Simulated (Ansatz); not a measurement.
Run report: GeSiNH6ClOF2, geometry relaxation (part 2 of 2)

GeSiNH6ClOF2; RKS PBE/def2-SVP (Ansatz 0.2.0). The input holds or restrains some coordinates. Forces given for the steps count only the free coordinates. It belongs to a series of runs on one base structure; here: pulled along the bonds that form and break, towards end A.

Geometry of the input (Å):
```
Ge 0.0000  0.0000  0.0000
O  0.0000  0.0000  2.1200
H  -0.9095  -0.2814  2.4571
Cl 2.0935  0.0000  -0.7393
F  -0.7913  1.3709  -0.5594
F  -0.7913  -1.3709  -0.5594
N  1.1590  1.7479  0.6969
H  2.0156  1.6075  1.3053
Si 0.6428  3.4285  0.2261
H  0.0517  3.4008  -1.1086
H  -0.3425  3.9219  1.1839
H  1.8045  4.3128  0.2249
H  0.7105  1.0715  1.7912
```

Trajectory as extended XYZ, continued
```
13
Properties=species:S:1:pos:R:3:forces:R:3 step=4 energy=-85942.37959
Ge   -0.1197   -0.2679    0.0860    2.6313   3.7060   0.4885
O    -0.1436   -0.3752    1.8702    0.0770  -0.1106  -0.0923
H    -0.9585   -0.2992    2.4203    0.1496  -0.0527  -0.7394
Cl    1.9937   -0.1203   -0.7427   -1.4359  -1.0068   0.3461
F    -0.8390    1.2583   -0.5353   -0.2437  -1.4776   0.4322
F    -0.9053   -1.5412   -0.6381   -1.2446  -1.8623  -0.9802
N     1.3436    2.1272    1.0452    0.2304  -2.1286   1.8695
H     2.2360    1.6721    1.2717    0.6527   1.0519  -1.1780
Si    0.6665    3.4809    0.2482    0.2833   0.4127   0.1034
H     0.0639    3.3955   -1.1210    0.1219  -0.0773  -0.1050
H    -0.3761    3.9555    1.1938   -0.3609   0.2853   0.0588
H     1.8383    4.3727    0.2107    0.2731   0.7401  -0.2325
H     0.8431    1.5509    1.7295   -1.1343   0.5199   0.0290
13
Properties=species:S:1:pos:R:3:forces:R:3 step=5 energy=-85943.18993
Ge   -0.0795   -0.2806    0.0436    0.4164   1.6334  -0.0738
O    -0.1036   -0.4187    1.8019   -0.1142  -0.0122   0.6342
H    -0.9441   -0.3160    2.3164    0.4039  -0.0817  -0.7727
Cl    1.9374   -0.3111   -0.7605   -0.5666  -0.2606   0.1768
F    -0.9767    1.1572   -0.4991    0.2742  -0.8935   0.2505
F    -0.9264   -1.5930   -0.6475   -0.4499  -0.6635  -0.3478
N     1.3764    2.2090    1.2010    0.2954  -1.8109   0.9240
H     2.2913    1.6933    1.2110   -0.7412   1.0531  -0.5800
Si    0.7099    3.5387    0.2899    0.2430   0.0886   0.1844
H     0.1199    3.3798   -1.0930    0.1732  -0.1706   0.0678
H    -0.3984    4.0292    1.1766   -0.0360   0.1542  -0.0454
H     1.8519    4.4961    0.1693    0.0118   0.3014  -0.0614
H     0.7850    1.6255    1.8293    0.0900   0.6624  -0.3567
13
Properties=species:S:1:pos:R:3:forces:R:3 step=6 energy=-85943.44290
Ge   -0.1061   -0.3672    0.0395    0.7758   1.0462  -0.3326
O    -0.0086   -0.3611    1.8042   -0.9712  -0.1678   0.4556
H    -0.9361   -0.3374    2.1650    0.6865  -0.0953  -0.1555
Cl    1.8762   -0.4540   -0.7923   -0.2640  -0.1598   0.0088
F    -1.0212    1.0113   -0.5497    0.0267  -0.4969   0.0847
F    -0.9562   -1.7540   -0.5333   -0.3055  -0.2669  -0.0584
N     1.3099    2.1733    1.1285   -0.3124  -0.8339   0.8632
H     2.2362    1.7282    1.0803   -0.2260   0.3982  -0.2120
Si    0.7486    3.6328    0.3553    0.1300  -0.1191   0.0132
H     0.2513    3.4615   -1.0562    0.0363  -0.0158  -0.0078
H    -0.3944    4.1349    1.1913   -0.0019   0.0462   0.0051
H     1.8716    4.6279    0.3097    0.0171   0.1584  -0.0017
H     0.7718    1.7134    1.8964    0.4086   0.5066  -0.6624
13
Properties=species:S:1:pos:R:3:forces:R:3 step=7 energy=-85943.45526 accepted=F
Ge   -0.0780   -0.3415    0.0586   -0.4451   0.0901   0.3693
O    -0.1298   -0.3198    1.8584   -1.0464  -0.1089  -0.1599
H    -1.0912   -0.4511    2.1341    1.1996   0.1233  -0.3456
Cl    1.8599   -0.5017   -0.7929    0.1755  -0.0191  -0.0614
F    -1.1437    0.8877   -0.5853    0.2804  -0.0519   0.0525
F    -0.8981   -1.7926   -0.4632    0.0040   0.0591   0.1024
N     1.3715    2.1838    1.0696   -0.7254  -1.2734   1.1579
H     2.3373    1.8525    1.0055   -0.0691   0.1091  -0.0580
Si    0.7817    3.6676    0.3839   -0.1119   0.2725  -0.1806
H     0.3047    3.5050   -1.0354   -0.0103   0.0365  -0.0117
H    -0.3695    4.1450    1.2269    0.0029  -0.0408  -0.0152
H     1.8545    4.7295    0.3603    0.0099  -0.0579   0.0526
H     0.8438    1.6453    1.8182    0.7361   0.8613  -0.9023
13
Properties=species:S:1:pos:R:3:forces:R:3 step=8 energy=-85943.51075
Ge   -0.0928   -0.3653    0.0361    0.4271   0.5801  -0.2018
O    -0.0259   -0.3535    1.8050   -0.6092  -0.1130   0.3210
H    -0.9507   -0.3767    2.1568    0.4581  -0.0664  -0.1179
Cl    1.8654   -0.5478   -0.8155   -0.1717  -0.0532   0.0339
F    -1.0124    0.9911   -0.5745    0.0280  -0.2618   0.0178
F    -0.9983   -1.7456   -0.4937   -0.1575  -0.1109  -0.0076
N     1.3187    2.1779    1.1230   -0.2506  -0.6793   0.5812
H     2.2708    1.8014    1.0691   -0.1347   0.2091  -0.1044
Si    0.7527    3.6456    0.3660    0.0003  -0.0289   0.0042
H     0.2867    3.4736   -1.0561    0.0419  -0.0050  -0.0026
H    -0.4124    4.1246    1.1852   -0.0120   0.0296  -0.0018
H     1.8430    4.6830    0.3490    0.0164   0.0544   0.0226
H     0.7982    1.7011    1.8882    0.3639   0.4455  -0.5447
13
Properties=species:S:1:pos:R:3:forces:R:3 step=9 energy=-85943.54795
Ge   -0.0926   -0.3570    0.0330    0.0484   0.1456  -0.0009
O    -0.0523   -0.3252    1.8067   -0.3262  -0.0461   0.1757
H    -0.9672   -0.4429    2.1525    0.2780  -0.0436  -0.0971
Cl    1.8436   -0.6082   -0.8223   -0.0146  -0.0146  -0.0171
F    -1.0274    0.9573   -0.6255    0.0436  -0.0235  -0.0203
F    -1.0370   -1.7461   -0.4379    0.0123   0.0496   0.0381
N     1.3390    2.1780    1.1055   -0.2797  -0.5606   0.3934
H     2.3174    1.8803    1.0421   -0.1323   0.0789  -0.0071
Si    0.7495    3.6562    0.3785    0.0456   0.0308  -0.0151
H     0.3437    3.4931   -1.0639    0.0113   0.0093   0.0312
H    -0.4445    4.1099    1.1730    0.0067  -0.0244  -0.0205
H     1.8196    4.7209    0.4119   -0.0338   0.0029   0.0234
H     0.8511    1.6931    1.8850    0.3407   0.3955  -0.4836
13
Properties=species:S:1:pos:R:3:forces:R:3 step=10 energy=-85943.58134
Ge   -0.1164   -0.3521    0.0410    0.1072   0.2549   0.0192
O    -0.0635   -0.2784    1.8121   -0.2536  -0.0557   0.1683
H    -0.9258   -0.5837    2.1727    0.1998  -0.0022  -0.0773
Cl    1.8016   -0.6962   -0.8210    0.0045  -0.0030  -0.0400
F    -0.9980    0.9729   -0.6677    0.0525  -0.0353  -0.0106
F    -1.1192   -1.7179   -0.3640   -0.0375  -0.0239   0.0176
N     1.3583    2.1779    1.0639   -0.3551  -0.5219   0.3570
H     2.3471    1.9233    1.0188   -0.0066   0.0012  -0.0023
Si    0.7608    3.6726    0.3729   -0.0729   0.0311   0.0440
H     0.4529    3.5509   -1.0955    0.0317   0.0088   0.0041
H    -0.5024    4.0256    1.1113    0.0284  -0.0170  -0.0334
H     1.7576    4.7977    0.5249   -0.0163  -0.0190   0.0148
H     0.8899    1.7168    1.8692    0.3178   0.3820  -0.4614
13
Properties=species:S:1:pos:R:3:forces:R:3 step=11 energy=-85943.54241 accepted=F
Ge   -0.1487   -0.3364    0.0475    0.0850   0.4576  -0.0944
O    -0.1095   -0.1577    1.8138   -1.7157  -1.3593   0.8906
H    -0.8618   -0.7656    2.1927    1.6532   1.2870  -0.8300
Cl    1.7362   -0.7906   -0.8512   -0.0349  -0.0084   0.0021
F    -0.9667    0.9722   -0.7738    0.1301  -0.1558   0.1185
F    -1.2123   -1.6898   -0.2404    0.0014  -0.0209   0.0302
N     1.3909    2.1734    1.0230   -0.5481  -0.6073   0.5773
H     2.3885    1.9590    0.9718    0.0544  -0.0096  -0.0311
Si    0.7583    3.6790    0.3783   -0.0421   0.2359  -0.0422
H     0.6155    3.6157   -1.1294    0.0019   0.0019   0.2107
H    -0.5898    3.9069    1.0357    0.2284  -0.0538  -0.1468
H     1.6653    4.8698    0.6749   -0.1702  -0.1649  -0.0151
H     0.9770    1.7735    1.8959    0.3566   0.3977  -0.6698
13
Properties=species:S:1:pos:R:3:forces:R:3 step=12 energy=-85943.60534
Ge   -0.1271   -0.3503    0.0411    0.0958   0.2937   0.0313
O    -0.0888   -0.2188    1.8101   -0.1758  -0.0574   0.1247
H    -0.8898   -0.6559    2.1728    0.1360  -0.0017  -0.0546
Cl    1.7734   -0.7579   -0.8378   -0.0128  -0.0036  -0.0131
F    -0.9702    0.9646   -0.7301    0.0519  -0.0446   0.0073
F    -1.1669   -1.7111   -0.2896   -0.0084  -0.0096   0.0060
N     1.3698    2.1743    1.0389   -0.3922  -0.5301   0.3857
H     2.3630    1.9355    0.9941    0.0009   0.0136  -0.0158
Si    0.7599    3.6820    0.3810   -0.0230   0.0188  -0.0083
H     0.5180    3.5907   -1.1015    0.0274   0.0102   0.0112
H    -0.5373    3.9777    1.0806    0.0143  -0.0259  -0.0143
H     1.7131    4.8331    0.6034   -0.0146  -0.0067   0.0167
H     0.9259    1.7456    1.8757    0.3004   0.3434  -0.4769
13
Properties=species:S:1:pos:R:3:forces:R:3 step=13 energy=-85943.61566
Ge   -0.1478   -0.3369    0.0472    0.1251   0.2891  -0.0265
O    -0.1319   -0.1591    1.8129   -0.6050  -0.4568   0.3194
H    -0.8510   -0.7444    2.1768    0.5503   0.3971  -0.2530
Cl    1.7438   -0.7811   -0.8372    0.0042  -0.0084  -0.0066
F    -0.9680    0.9594   -0.7772    0.0481  -0.0391   0.0433
F    -1.1880   -1.7089   -0.2448    0.0012   0.0195   0.0289
N     1.3847    2.1738    1.0220   -0.4450  -0.5492   0.4292
H     2.3809    1.9476    0.9776    0.0085   0.0016  -0.0279
Si    0.7648    3.6863    0.3798   -0.0087   0.0333   0.0151
H     0.5732    3.6159   -1.1115    0.0235   0.0104   0.0280
H    -0.5555    3.9306    1.0561    0.0175  -0.0151  -0.0367
H     1.6814    4.8578    0.6568   -0.0334  -0.0250   0.0027
H     0.9565    1.7686    1.8802    0.3137   0.3426  -0.5158
13
Properties=species:S:1:pos:R:3:forces:R:3 step=14 energy=-85943.63669
Ge   -0.1676   -0.3263    0.0485    0.1247   0.2970  -0.0061
O    -0.1393   -0.1165    1.8089   -0.1124  -0.1147   0.1456
H    -0.7631   -0.7676    2.1972    0.0695   0.0493  -0.0450
Cl    1.6940   -0.8413   -0.8639    0.0021   0.0034   0.0098
F    -0.9511    0.9783   -0.7946    0.0261  -0.0233   0.0280
F    -1.2508   -1.6748   -0.1915    0.0062  -0.0018   0.0013
N     1.3949    2.1695    1.0133   -0.3828  -0.5336   0.3678
H     2.3921    1.9519    0.9415    0.0017   0.0035  -0.0192
Si    0.7601    3.6813    0.3831   -0.0050   0.0208   0.0112
H     0.7061    3.6489   -1.1191    0.0142  -0.0007   0.0077
H    -0.6195    3.8407    0.9545    0.0102  -0.0130  -0.0185
H     1.5862    4.8876    0.7683   -0.0168   0.0044   0.0130
H     1.0010    1.7779    1.8925    0.2621   0.3087  -0.4957
13
Properties=species:S:1:pos:R:3:forces:R:3 step=15 energy=-85943.63775
Ge   -0.1983   -0.3189    0.0750    0.1719   0.2300  -0.0713
O    -0.1621   -0.1055    1.8340   -0.0059  -0.0114   0.1000
H    -0.7282   -0.8004    2.2299    0.0037   0.0208  -0.0081
Cl    1.6514   -0.8708   -0.8453   -0.0244  -0.0103   0.0182
F    -0.9484    1.0018   -0.7703   -0.0152  -0.0316   0.0228
F    -1.3045   -1.6526   -0.1495    0.0194   0.0231  -0.0116
N     1.4299    2.1658    0.9585   -0.3778  -0.5305   0.4092
H     2.4329    1.9759    0.8746   -0.0370  -0.0083  -0.0102
Si    0.7655    3.6872    0.3796   -0.1137   0.1110  -0.0152
H     0.8622    3.7259   -1.1309   -0.0025   0.0380   0.1932
H    -0.6793    3.7211    0.8311    0.2213   0.0132  -0.0821
H     1.4688    4.9318    0.9178   -0.1147  -0.1995  -0.0884
H     1.0531    1.7482    1.8341    0.2750   0.3554  -0.4564
13
Properties=species:S:1:pos:R:3:forces:R:3 step=16 energy=-85943.64095
Ge   -0.2036   -0.3157    0.0525    0.1679   0.2571   0.0661
O    -0.1436   -0.0620    1.8066   -0.1090  -0.1384   0.1461
H    -0.6998   -0.7534    2.2253    0.0247   0.0433  -0.0329
Cl    1.6430   -0.8799   -0.8649   -0.0121   0.0104  -0.0138
F    -0.9791    0.9807   -0.8074    0.0277  -0.0233   0.0096
F    -1.3003   -1.6638   -0.1315    0.0229   0.0330  -0.0138
N     1.4204    2.1544    0.9823   -0.3452  -0.4971   0.4034
H     2.4158    1.9437    0.8576   -0.0565   0.0193   0.0078
Si    0.7600    3.6718    0.3891   -0.0387   0.1421   0.0132
H     0.8855    3.7269   -1.1149   -0.0042  -0.0326   0.1307
H    -0.6867    3.7113    0.8153    0.1377  -0.0040  -0.0509
H     1.4500    4.9140    0.9333   -0.0775  -0.1115  -0.0429
H     1.0814    1.7816    1.8955    0.2625   0.3017  -0.6227
13
Properties=species:S:1:pos:R:3:forces:R:3 step=17 energy=-85943.64586
Ge   -0.2006   -0.3523    0.0656    0.1334   0.3406   0.0030
O    -0.1446   -0.0757    1.8162   -0.0676  -0.0941   0.1166
H    -0.7139   -0.7493    2.2435    0.0083   0.0126  -0.0121
Cl    1.6483   -0.9292   -0.8370    0.0033   0.0004  -0.0073
F    -0.9647    0.9397   -0.8113    0.0151  -0.0473   0.0131
F    -1.3051   -1.6929   -0.1146    0.0158   0.0060   0.0005
N     1.4013    2.1567    0.9286   -0.3423  -0.4569   0.4247
H     2.3964    1.9496    0.7995   -0.0172   0.0141  -0.0045
Si    0.7645    3.7108    0.3990   -0.0046  -0.0398   0.0051
H     0.9196    3.8161   -1.0948   -0.0105  -0.0059   0.0507
H    -0.6842    3.7464    0.8011    0.0573  -0.0002  -0.0297
H     1.4524    4.9178    1.0032   -0.0254  -0.0284  -0.0055
H     1.0735    1.7719    1.8398    0.2344   0.2991  -0.5546
```

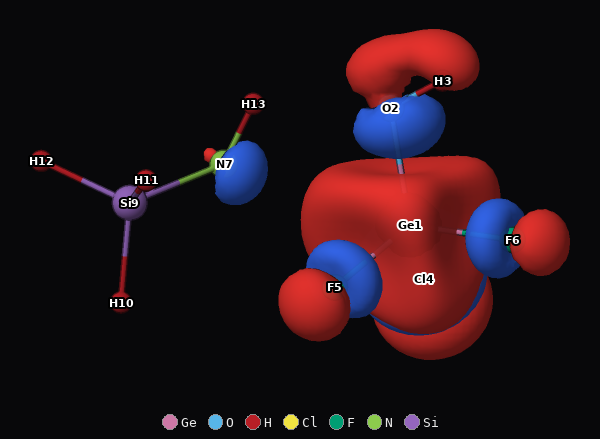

**Figure 1.** One frontier orbital at ±0.1 Å⁻³ᐟ² (blue and red are the two phases), seen face on. The LUMO, at −2.39 eV. Its weight (Hirshfeld) is mainly on Ge1 (35 %), Cl4 (25 %), O2 (15 %), F5 (10 %) and F6 (10 %).

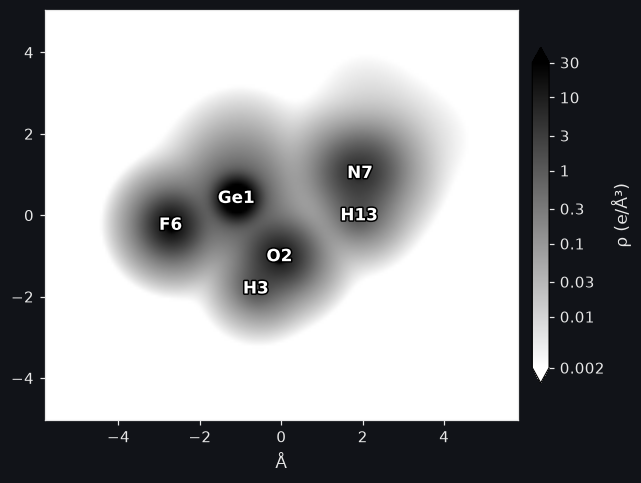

**Figure 2.** Electron density on the plane of atoms Ge1, O2 and H3. The section cuts through Ge, O, H, F and N sites. Ge1···N7 (3.10 Å): ρ is about 0.09 e/Å³ halfway. Ge–F (1.75 Å): ρ is about 0.91 e/Å³ halfway. N–H (1.04 Å): ρ at the midpoint is about 2.6 e/Å³, with its minimum of 2.1 e/Å³ about 0.8 Å from N.
